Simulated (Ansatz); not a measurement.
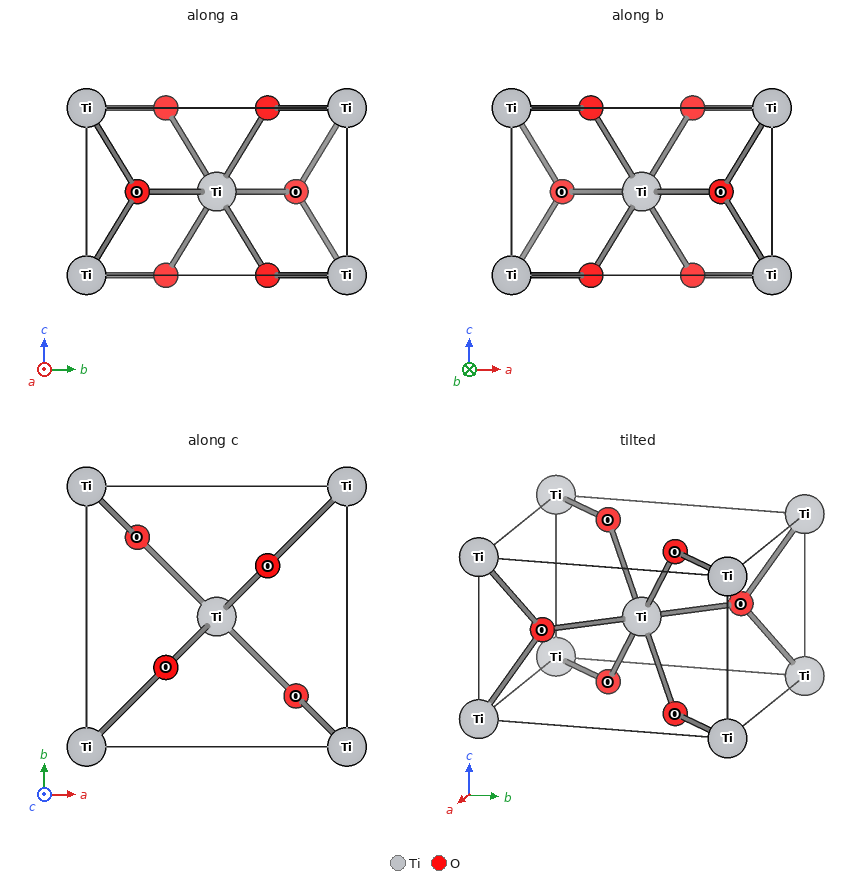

This ball-and-stick model is shown along the a axis, along the b axis, along the c axis and slightly off an axis. The conventional unit cell is drawn as a box.

Lattice parameters: a = 4.5969 Å, b = 4.5969 Å, c = 2.9535 Å, α = 90.000°, β = 90.000°, γ = 90.000°.

Question: From the views, write a CIF in P1 with every atom of the cell, with free fractional coordinates to two decimals.

Answer:
```cif
data_structure
_symmetry_space_group_name_H-M 'P 1'
_symmetry_Int_Tables_number 1
_cell_length_a 4.5969
_cell_length_b 4.5969
_cell_length_c 2.9535
_cell_angle_alpha 90.000
_cell_angle_beta 90.000
_cell_angle_gamma 90.000
_cell_volume 62.41
loop_
_atom_site_label
_atom_site_type_symbol
_atom_site_fract_x
_atom_site_fract_y
_atom_site_fract_z
_atom_site_occupancy
Ti1 Ti 0.00 0.00 0.00 1
Ti2 Ti 0.50 0.50 0.50 1
O1 O 0.30 0.30 0.00 1
O2 O 0.20 0.80 0.50 1
O3 O 0.80 0.20 0.50 1
O4 O 0.70 0.70 0.00 1
```

Provenance: a structure type filled with these elements by a generator (whether the compound takes this form wasn't checked). Earlier steps of the study may have refined or changed the cell and positions. Ansatz was used for an electronic-structure calculation on it.

At this level of theory the cell isn't at rest (compressed, at 5 GPa), so its distances can differ from those at equilibrium, the more so the softer the solid.
